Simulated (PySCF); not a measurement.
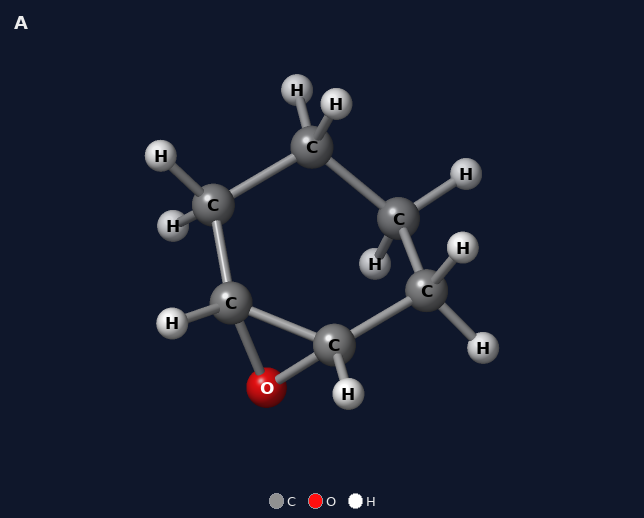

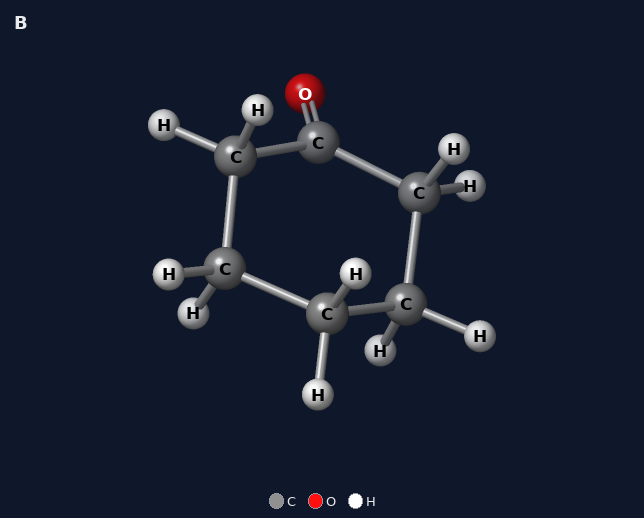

2 stationary structures of one formula. Geometries: PBE0-D3(BJ)/def2-SVP. Electronic energies: PBE0-D3(BJ)/def2-SVP (PySCF 2.14.0), without zero-point energy. No frequency run is at hand to confirm each as a minimum.

> How are they related?

They are constitutional isomers of C6H10O: A `C1CC[C@H]2O[C@H]2C1`, B `O=C1CCCCC1`.

> Rank them by energy, lowest first.

B is lowest; A lies 22.7 kcal/mol above it.
